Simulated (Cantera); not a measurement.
Feed: 1 mol SiH4, 4.5 mol O2, held at 0.0100 bar.

Method: chemical equilibrium by Gibbs-energy minimisation in Cantera with the NASA 1993 tables (ideal gas, pure condensed phases). Candidate condensed phases: H2O, Si, SiO2; 18 gas species. The tables hold silica as quartz up to 1696 K and as liquid above; real silica turns to tridymite and cristobalite and melts near 1996 K. Rates play no part.

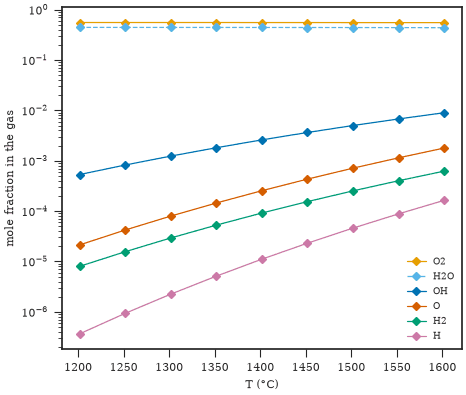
*Equilibrium gas composition (values under 1e-9 drawn at 1e-9)*

Problem. Read off the mole fractions at 1452 °C.

Solution. O2 about 0.55, H2O about 0.44, OH about 0.0036, O about 0.00043, H2 about 0.00015, H about 2.3e-5.
